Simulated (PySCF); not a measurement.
Consider B2Cl2F2H2Si (SMILES FB(F)[SiH2]B(Cl)Cl).

Input file:

```
{"job": {"kind": "nmr", "xc": "PBE0", "basis": "pcSseg-1"}, "charge": 0, "multiplicity": 1}
F     -2.121922     1.013794    -0.839904
B     -1.450355    -0.039539    -0.417992
F     -1.771636    -1.200684    -0.955582
Si     0.066387     0.125223     0.928635
B      1.715513     0.399456    -0.208869
Cl     2.211244     2.008496    -0.677139
Cl     2.605757    -0.969284    -0.832339
H     -0.167300     1.299123     1.822729
H      0.176687    -1.131111     1.729720
```

Launched as:

```sh
OMP_NUM_THREADS=1 python probes_run.py task.json out
```

Geometry: PBE0-D3(BJ)/def2-SVP.

All numbers below come from PySCF, PBE0/pcSseg-1, SCF density, gas phase, non-relativistic.

**What will maps of the electron density and electron localisation function show?**

B–F (1.32 Å): the density is about 2.3 e/Å³ at the midpoint; the ELF peaks at about 0.85 between the atoms, as expected for a shared but strongly polarised pair.
Si–B (2.03 Å): ρ at the midpoint is about 0.78 e/Å³; the ELF peaks at about 1 between the atoms (a shared electron pair).

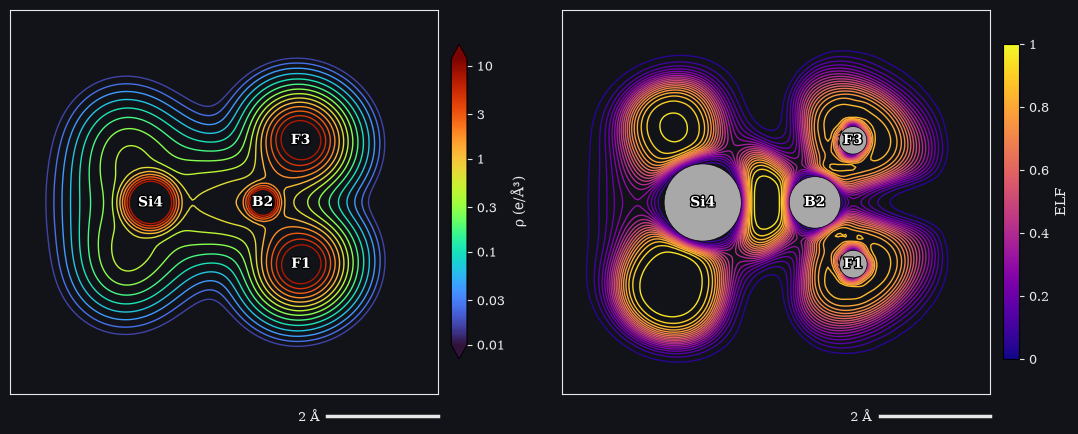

Computed electron density and electron localisation function on the plane of atoms F3, B2 and Si4, in this order. Grey discs cover the atomic cores in the ELF map. 
